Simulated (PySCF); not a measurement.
Scan of H3B, singlet: map of symmetric stretch and umbrella angle. Scanned: B-H bond length and angle between the B-H bonds and the threefold axis (90 = planar).

Cartesian coordinates as functions of the variables (Å; names that start with a are angles):
```
B  0  0  0
H  r*sin(a)*cos(0*2*pi/3+0)  r*sin(a)*sin(0*2*pi/3+0)  0+r*cos(a)
H  r*sin(a)*cos(1*2*pi/3+0)  r*sin(a)*sin(1*2*pi/3+0)  0+r*cos(a)
H  r*sin(a)*cos(2*2*pi/3+0)  r*sin(a)*sin(2*2*pi/3+0)  0+r*cos(a)
```

Calculation: RHF/def2-SVP (PySCF 2.14.0).

Energy in kJ/mol above the lowest grid point; x is the B-H bond length (Å), y the angle between the B-H bonds and the threefold axis (90 = planar) (°).

| y \ x | 1.05 | 1.10 | 1.17 | 1.21 | 1.26 | 1.33 | 1.38 | 1.43 | 1.49 |
|---|---|---|---|---|---|---|---|---|---|
| 130 | 572.7 | 502.5 | 451.8 | 442.3 | 445.9 | 473.6 | 505.6 | 545.1 | 600.0 |
| 126.26 | 486.6 | 417.9 | 369.1 | 360.8 | 365.9 | 395.7 | 429.3 | 470.4 | 527.2 |
| 122.41 | 408.1 | 340.6 | 293.7 | 286.4 | 293.0 | 324.8 | 359.9 | 402.6 | 461.3 |
| 118.89 | 344.7 | 278.2 | 232.8 | 226.5 | 234.2 | 267.8 | 304.2 | 348.2 | 408.5 |
| 113.77 | 266.1 | 201.0 | 157.6 | 152.5 | 161.8 | 197.6 | 235.6 | 281.3 | 343.8 |
| 110.58 | 225.2 | 160.8 | 118.5 | 114.0 | 124.1 | 161.1 | 200.0 | 246.7 | 310.3 |
| 105.31 | 170.7 | 107.3 | 66.5 | 62.9 | 74.1 | 112.8 | 153.0 | 200.9 | 266.1 |
| 101.29 | 140.0 | 77.2 | 37.2 | 34.1 | 46.0 | 85.7 | 126.6 | 175.3 | 241.4 |
| 97.40 | 119.2 | 56.8 | 17.4 | 14.6 | 27.0 | 67.4 | 108.7 | 157.9 | 224.7 |
| 93.55 | 107.1 | 44.9 | 5.9 | 3.4 | 16.0 | 56.7 | 98.4 | 147.9 | 215.0 |
| 90 | 103.5 | 41.4 | 2.5 | 0.0 | 12.7 | 53.6 | 95.3 | 144.9 | 212.1 |

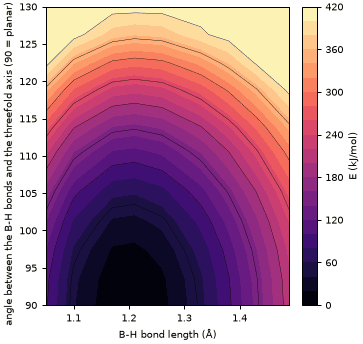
Figure. Energy surface, cut off at 411 kJ/mol.

Points that lie below all their neighbours on the grid: x = 1.21, y = 90 on the edge of the grid (0.0 kJ/mol).
